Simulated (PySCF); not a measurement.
```csv
atom,x (Å),y (Å),z (Å)
C,2.4532,-0.2656,-0.2489
C,1.0126,-0.5944,-0.1315
C,0.0128,0.3525,0.0285
C,0.1025,1.7853,0.1176
N,-1.0640,2.3315,0.2617
O,-1.9876,1.3351,0.2815
C,-1.3735,0.1482,0.1433
C,-2.1879,-1.0873,0.1360
H,2.6692,0.7218,0.1510
H,3.0577,-1.0047,0.2767
H,2.7696,-0.2811,-1.2968
H,0.7266,-1.6321,-0.2052
H,0.9763,2.4029,0.0735
H,-2.0224,-1.6450,-0.7856
H,-1.9128,-1.7310,0.9720
H,-3.2399,-0.8272,0.2148
```

Geometry: GFN2-xTB.

All numbers below come from UKS B3LYP, pcH-1 on C H N O, non-relativistic, mean-field spin-orbit, GIAO in PySCF 2.14.0, density-fitted response routines.

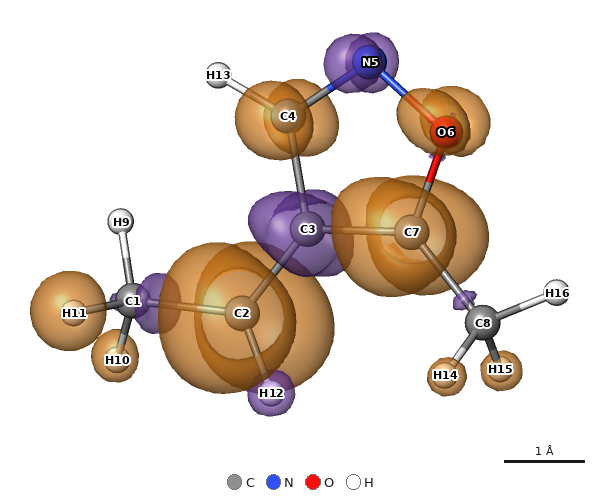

C6H8NO (SMILES C[CH]c1cnoc1C) (doublet). Isosurfaces of the spin density (α minus β) at +0.02 (orange) and −0.02 e/Å³ (purple), seen at a tilt.

### Which atoms carry the spin?

The unpaired spin (1 electron) lies mostly on C2 (about 0.5) and C7 (about 0.2), in electrons by Hirshfeld's partition.
